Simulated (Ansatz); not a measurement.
B₂FH₅Si

The calculation's input:

```
basis:
  gaussian: {orbitals: def2-TZVPD}
crystal:
  periodic: [false, false, false]
  atoms:
    - {symbol: B, position_ang: [-0.495148, 1.765041, 0.310878]}
    - {symbol: B, position_ang: [0.325892, 0.562388, 0.861725]}
    - {symbol: F, position_ang: [-1.099818, 2.818962, -0.040636]}
    - {symbol: Si, position_ang: [1.365755, 1.523277, 2.355876]}
    - {symbol: H, position_ang: [-0.385475, -0.256339, 1.380785]}
    - {symbol: H, position_ang: [1.126191, 0.168153, 0.055611]}
    - {symbol: H, position_ang: [2.239890, 2.620098, 1.850900]}
    - {symbol: H, position_ang: [0.480664, 2.125708, 3.393097]}
    - {symbol: H, position_ang: [2.236319, 0.522221, 3.028039]}
hamiltonian: {xc: pbe0}
output: {forces: true, orbitals: {seedname: orbitals}}
```

Launched as:

```sh
ansatz run input.yaml --threads 2 --pin off --max-ram 4350MiB --events-out events.jsonl --progress --plain --runs-dir runs
```

Geometry: B3LYP-D3(BJ)/6-311G**.

Level of theory: Ansatz, isolated molecule in a Gaussian basis; Kohn-Sham density functional theory, functional PBE0.

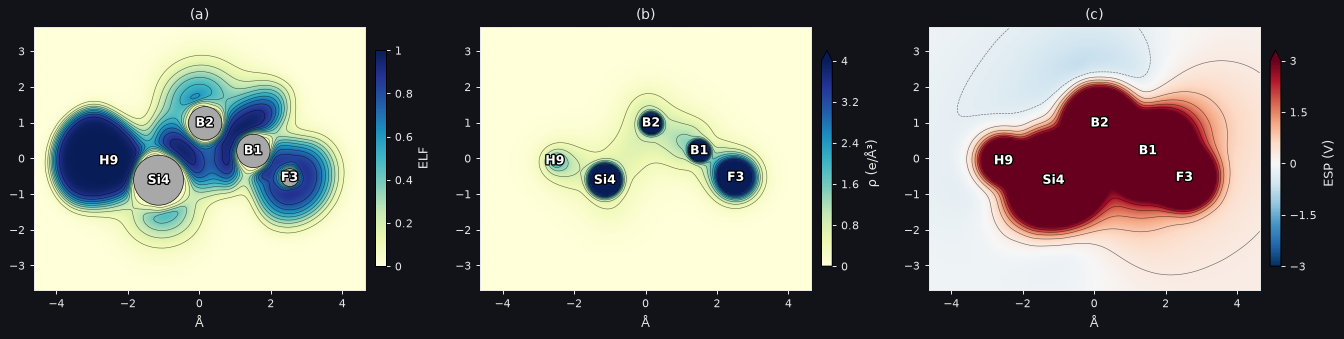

Figure 1. (a) electron localisation function; (b) electron density; (c) electrostatic potential on the plane of atoms B2, Si4 and H9. Grey discs cover the atomic cores in the ELF map.

Q: What does the map show?

A: The section cuts through B, F, Si and H sites. B–F (1.26 Å): ρ is about 2.6 e/Å³ halfway; the ELF peaks at about 0.85 between the atoms; a short, strongly polar bond. B–B (1.56 Å): ρ at the midpoint is about 1.2 e/Å³; the ELF peaks at about 0.95 between the atoms, as expected for localised, covalent bonding. Si–B (2.06 Å): ρ at the midpoint is about 0.65 e/Å³; the ELF peaks at about 0.95 between the atoms: a shared electron pair. Si–H (1.49 Å): the density is about 0.8 e/Å³ at the midpoint; the ELF climbs to about 1 towards the hydrogen, as it does in any bond to H. The ELF also peaks beside F3, away from the bonds: lone-pair regions. Outside the dense part of the molecule the potential is most negative (−0.7 V) near H6, which lies off the plane.

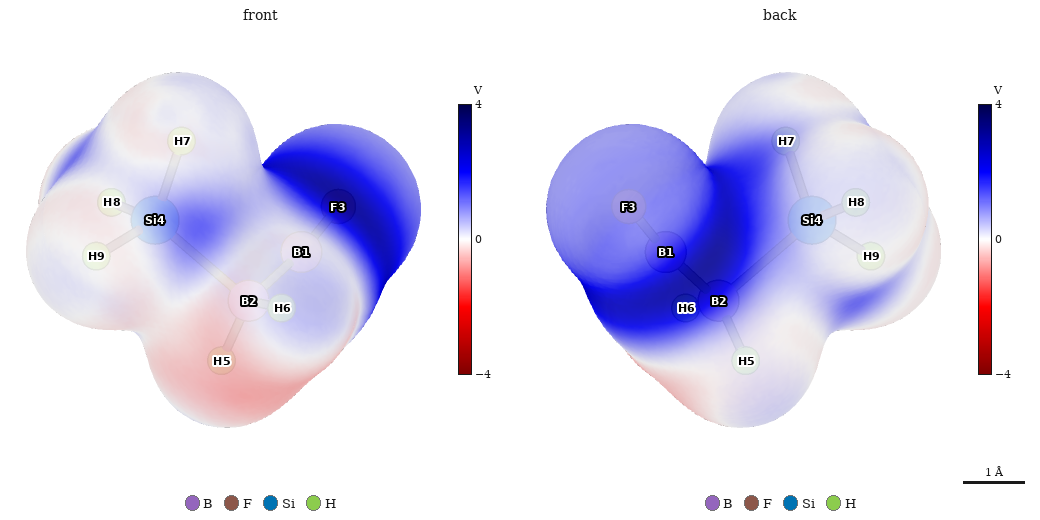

Figure 2. The electrostatic potential painted on the density surface at 0.004 e/bohr³, seen from the front and from behind; red is negative and blue positive.

Q: Where is the surface potential most negative and most positive?

A: The most negative region (about −0.6 V) lies over H6, the most positive (about +3.0 V) over B1.

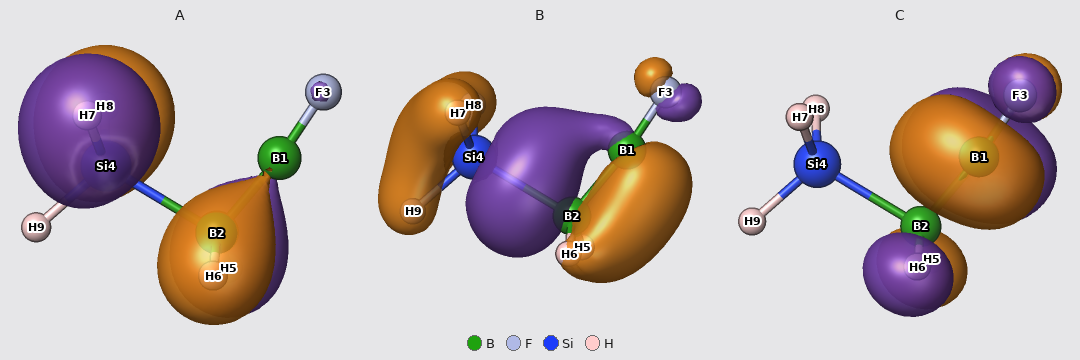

Figure 3. Three frontier orbitals at ±0.1 Å⁻³ᐟ² (orange and purple are the two phases), in no order.

Q: Which picture is the HOMO−1, the HOMO and the LUMO?

A: A is the HOMO−1 (−9.06 eV). It lies mainly on Si4 (about 25 %), H8 (about 20 %), H7 (about 20 %), B2 (about 15 %), H6 (about 10 %) and H5 (about 10 %). B is the HOMO (−7.85 eV). Its weight (Hirshfeld) is mainly on Si4 (about 30 %), B2 (about 30 %) and B1 (about 15 %). C is the LUMO (−1.35 eV). It lies mainly on B1 (about 55 %), B2 (about 15 %) and F3 (about 15 %).

Q: What is the HOMO–LUMO gap?

A: 6.50 eV between the orbital energies.

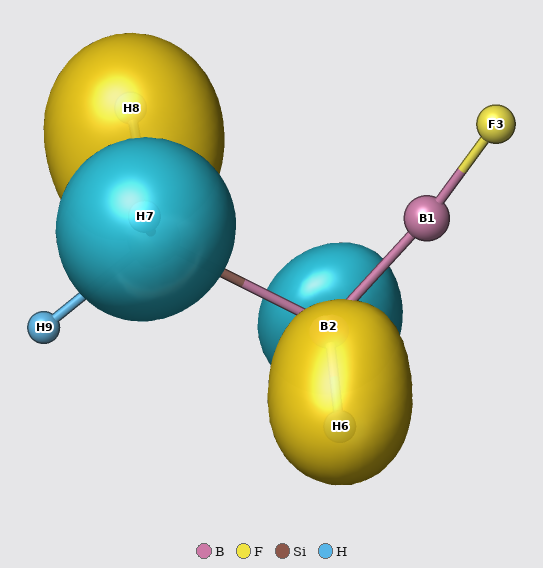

Figure 4. The HOMO−1 at ±0.15 Å⁻³ᐟ² (yellow and cyan are the two phases), seen at a tilt.

Q: What is the character of this orbital?

A: Its weight (Hirshfeld) is mainly on Si4 (about 25 %), H8 (about 20 %), H7 (about 20 %), B2 (about 15 %), H6 (about 10 %) and H5 (about 10 %). Its energy is −9.06 eV.
